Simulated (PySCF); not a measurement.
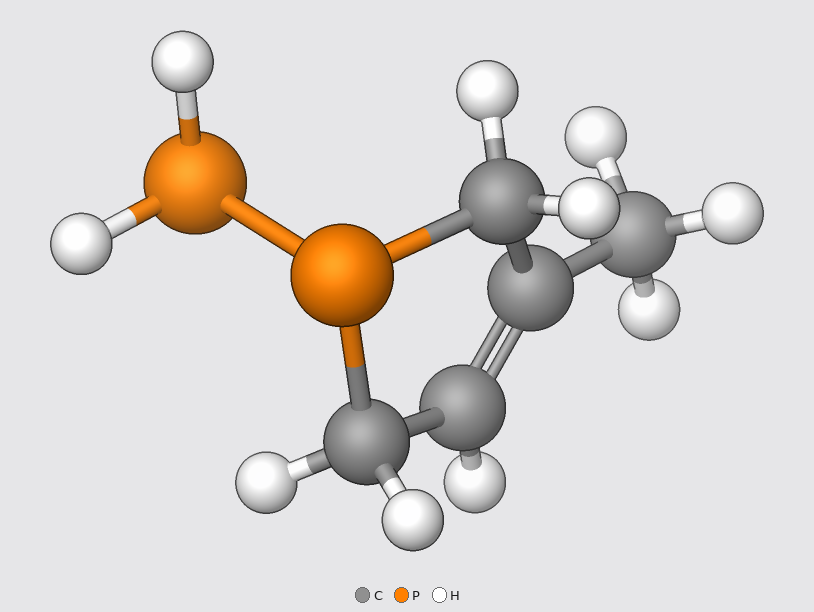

The picture shows a molecular structure as a ball-and-stick model.

Computed geometry: GFN2-xTB optimisation. No frequency run is at hand to confirm it as a minimum.

> Give the formula.

C5H10P2, 17 atoms: 5 carbon, 10 hydrogen and 2 phosphorus.

> What is its SMILES?

CC1=CCP(P)C1

> What is the point group of this geometry?

C1.

More results for the same structure follow; atom numbers are the same in all pictures, views and colours differ.

**Shape**

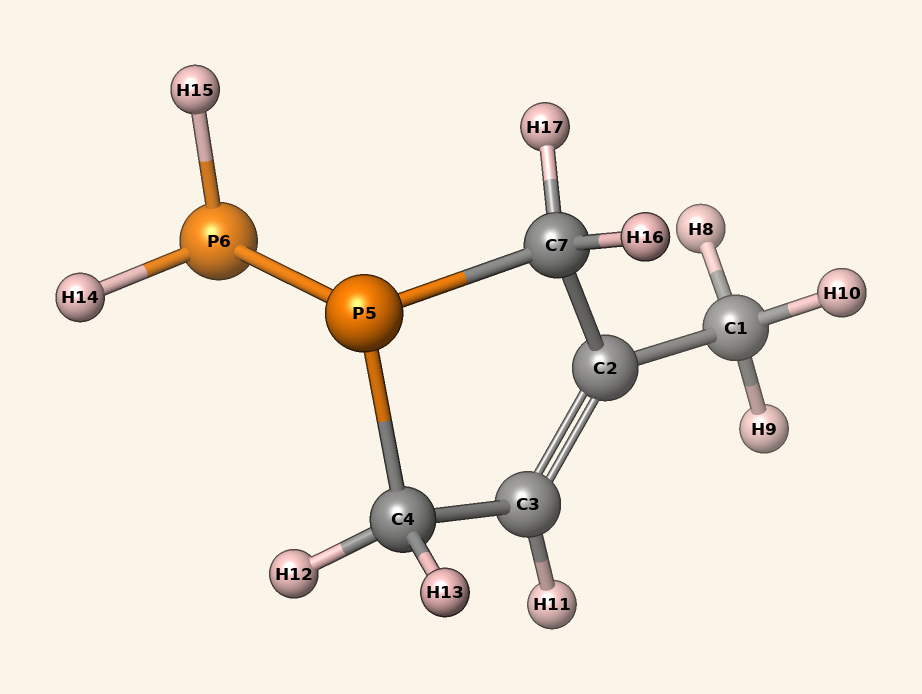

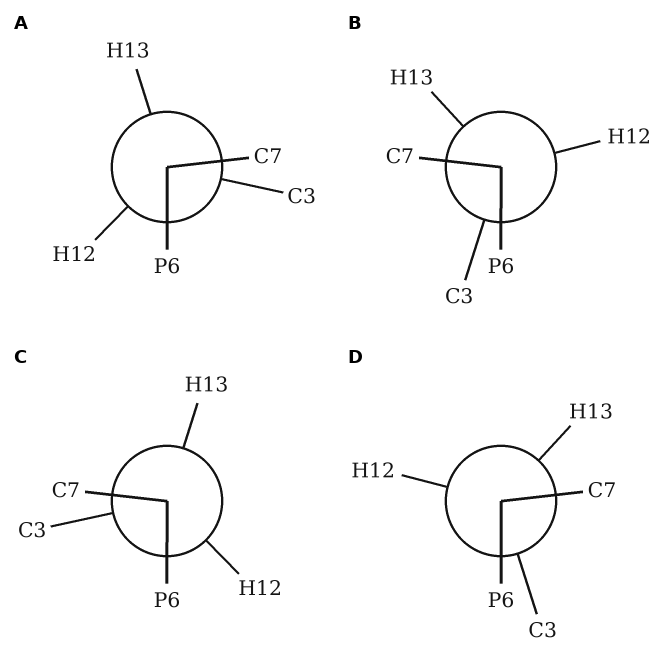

Atoms fade into the background with distance from the viewer. Bonds that would overlap in a projection are set slightly apart. No frequency run is at hand to confirm it as a minimum.

> Which Newman projection shows the view along P5–C4, with P5 in front?

C. The torsion angle P6–P5–C4–C3 is 78°, synclinal (gauche).

**Bond orders**

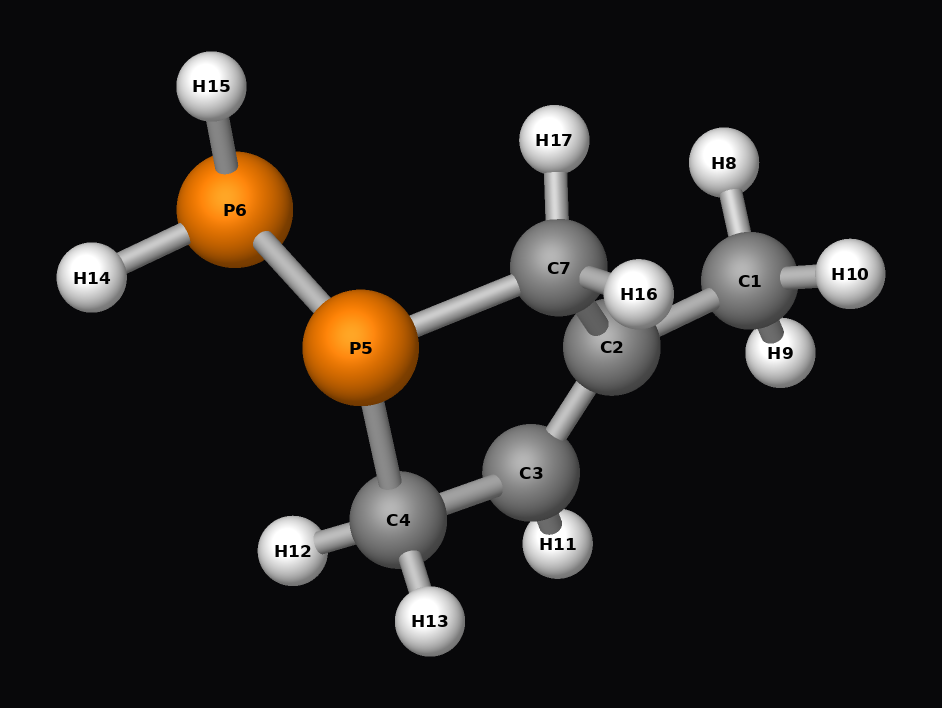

Every bond is drawn as one stick. No frequency run is at hand to confirm it as a minimum. Method: PBE0/pcSseg-1 (PySCF 2.14.0).

List the Mayer bond orders of C1–C2, C2–C3, C2–C7, C3–C4, C4–P5, P5–P6, P5–C7 (bonds between heavy atoms, one of each equivalent set).

```csv
bond,Mayer order,length (Å)
C1–C2,1.07,1.492
C2–C3,1.86,1.325
C2–C7,1.01,1.505
C3–C4,1.01,1.497
C4–P5,0.96,1.869
P5–P6,1.00,2.175
P5–C7,0.95,1.867
```

**Ring current**

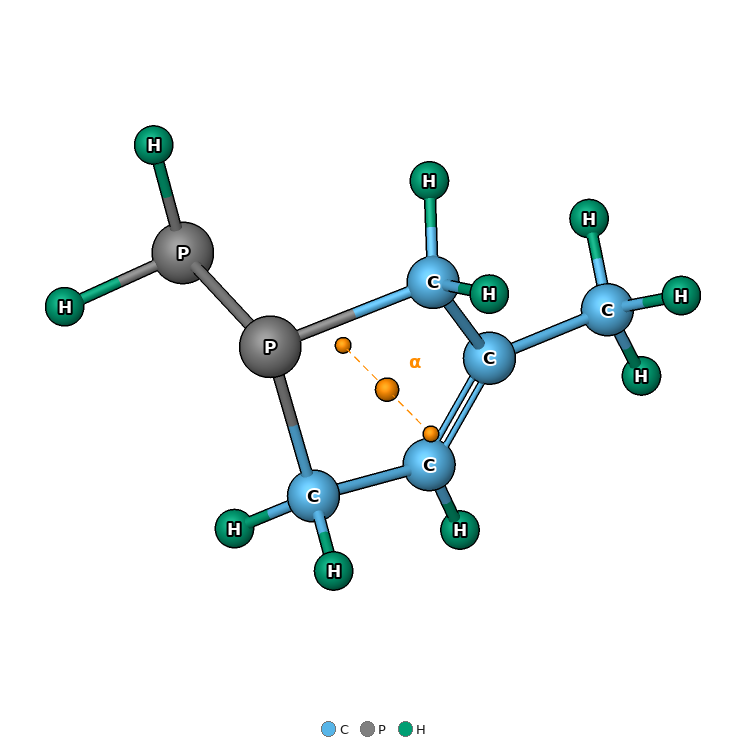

The small points mark where nucleus-independent chemical shifts (NICS) were computed: at the centre of each lettered ring and 1 Å above and below it. No frequency run is at hand to confirm it as a minimum. Properties computed with GIAO PBE0/pcSseg-1 NMR shielding, non-relativistic, gas phase (PySCF 2.14.0).

Give NICS(0), NICS(1) and the out-of-plane component NICS(1)zz for each ring (means of the two sides).

| ring | members | NICS(0) | NICS(1) | NICS(1)zz |
| --- | --- | --- | --- | --- |
| α | C4P | −3.5 | −3.5 | −4.4 |

Values in ppm.

> What do the values say about the ring currents?

Ring α: weak, as in a non-aromatic ring. NICS is one index among several.

**NMR shielding**

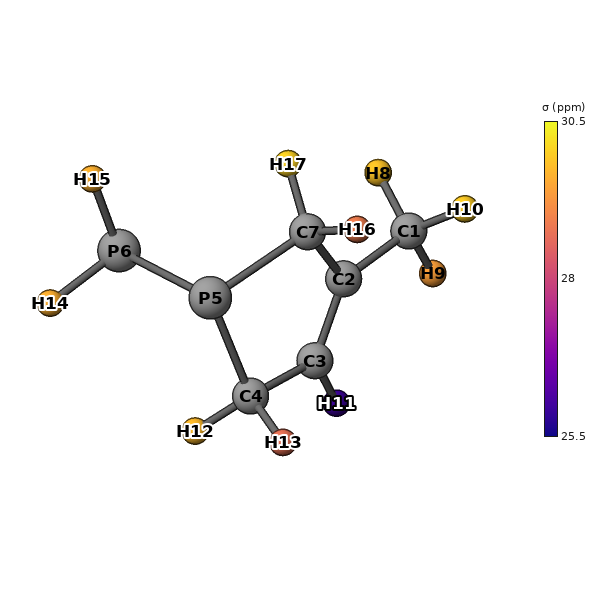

Atoms are coloured by their isotropic NMR shieldings (H only, the others grey). No frequency run is at hand to confirm it as a minimum. Level of theory: GIAO PBE0/pcSseg-1 NMR shielding, non-relativistic, gas phase (PySCF 2.14.0).

> Which H atom is the most shielded (lowest chemical shift)?

H17 (30.04 ppm).

> Which H atom is the least shielded (highest chemical shift)?

H11 (25.97 ppm).

> How wide is the range of H shifts?

4.07 ppm.

List the isotropic NMR shieldings of the H atoms.

| atom | σ (ppm) |
| --- | --- |
| H8 | 29.86 |
| H9 | 29.39 |
| H10 | 29.97 |
| H11 | 25.97 |
| H12 | 29.75 |
| H13 | 28.75 |
| H14 | 29.62 |
| H15 | 29.63 |
| H16 | 28.91 |
| H17 | 30.04 |

The geometry is semi-empirical. Around P such bond lengths and angles can be off by a tenth of an ångström or more and by several degrees, and values that hang on the shape move with them.
